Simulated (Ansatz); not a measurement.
# Ligand exchange: how K changes with temperature for SiH3Br + CH3FO ⇌ SiH3(OH) + CH2BrF

Species: SiH3Br `[SiH3]Br`, singlet; CH3FO `OCF`, singlet; SiH3(OH) (silanol), singlet; CH2BrF (bromofluoromethane) `FCBr`, singlet. The partners trade Br for OH: Si–Br and C–OH bonds give way to Si–OH and C–Br.

The electronic reaction energy at CCSD(T)/def2-TZVPP is +13.7 kJ/mol. Shapes: PBE0-D4/def2-TZVP. Flexible molecules stand in one conformer, not always the lowest. Programs: Ansatz 0.2.0. Enthalpy and entropy come from rigid-rotor, harmonic-oscillator sums on unscaled PBE0-D4/def2-TZVP wavenumbers, ideal gases at 1 bar; R ln 2 is added for the mirror twin of the chiral shape of CH3FO. Symmetry numbers: SiH3Br 3, CH3FO 1, SiH3(OH) 1, CH2BrF 1. R = 8.3145 J/(mol K).

| T (K) | ΔH (kJ/mol) | ΔS (J/(mol K)) |
| --- | --- | --- |
| 400 | +9.8 | +9.9 |
| 600 | +10.6 | +11.5 |
| 800 | ? | ? |

Work out ln K at 400 and 600 K, and from these estimate it at 800 K.


1. 400 K: ΔG = +9.8 − 400 × (+9.9)/1000 = +5.8 kJ/mol; ln K = −ΔG/RT = -1.74.
2. 600 K: ΔG = +10.6 − 600 × (+11.5)/1000 = +3.7 kJ/mol; ln K = −ΔG/RT = -0.74.
3. Slope against 1000/T: (-0.74 − (-1.74))/(1.6667 − 2.5000) = -1.20, that is −ΔH/R with ΔH near +10 kJ/mol.
4. 800 K: ln K = -1.74 + (-1.20) × (1.2500 − 2.5000) = -0.24.

The full sums give ΔH = +11.3 kJ/mol, ΔS = +12.5 J/(mol K), ΔG = +1.3 kJ/mol and ln K = -0.20 at 800 K, so the line is off by -0.04 in ln K; without rounding the miss is -0.04, from the change of ΔH with temperature. ΔG stays too near zero to say which side is favoured. An error of 10 kJ/mol in the energy moves ln K by 1.5 at 800 K. Soft modes are treated as harmonic, which can err either way at these temperatures; the lowest are those of SiH3(OH) (197 cm⁻¹). Other conformers aren't counted. Relativity is left out for Br. Outer-core shells of Br are correlated, in sets that cover them unevenly.

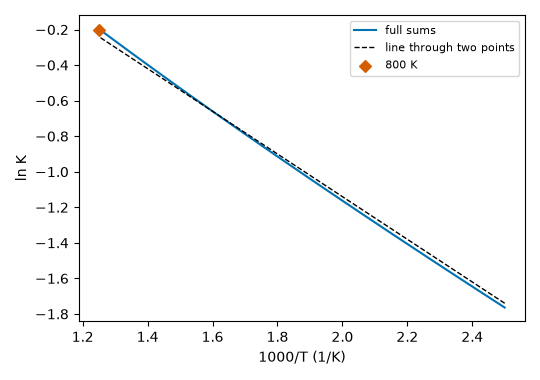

The van 't Hoff plot.
